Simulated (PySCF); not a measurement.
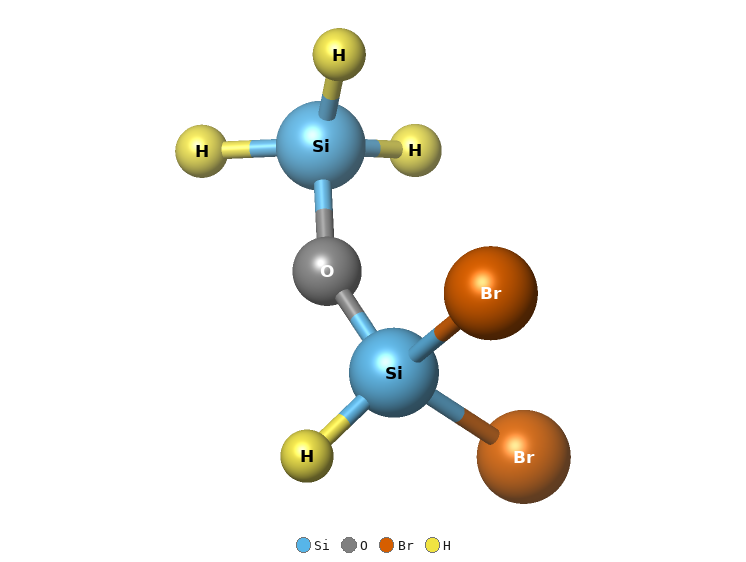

The computed structure is the end point of a GFN2-xTB optimisation. No frequency run is at hand to confirm it as a minimum. Properties computed with PBE0/def2-SVPD, gas phase (PySCF 2.14.0). Excitations: vertical, linear response.

Question: Estimate the HOMO–LUMO gap.

Answer: 8.09 eV.

Question: Estimate the dipole moment.

Answer: 1.61 D.

Question: Give the lowest vertical singlet excitation at this level.

Answer: 6.80 eV.

Question: What is the HOMO energy (Kohn–Sham orbital)?

Answer: −8.43 eV.

The geometry is semi-empirical. Around Br, Si such bond lengths and angles can be off by a tenth of an ångström or more and by several degrees, and values that hang on the shape move with them.
